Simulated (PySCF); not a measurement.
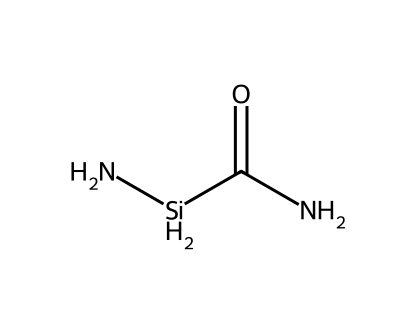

The drawing above gives the connectivity. The computed structure is the end point of a PBE0-D3(BJ)/def2-SVP optimisation. No frequency run is at hand to confirm it as a minimum.

Describe the 3D structure.

Formula CH6N2OSi. As SMILES it reads `N[SiH2]C(N)=O`. It has no ring. Among its groups: amide, Si–H bond, Si–N bond. This geometry has C1 symmetry. Coordination, clear cases only: 1 Si tetrahedral; 1 C trigonal planar; 1 N trigonal planar.

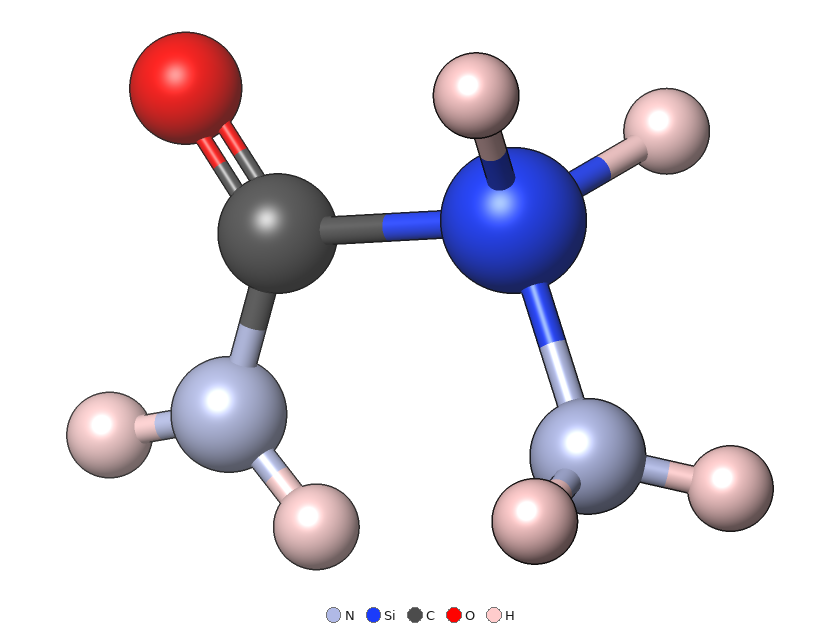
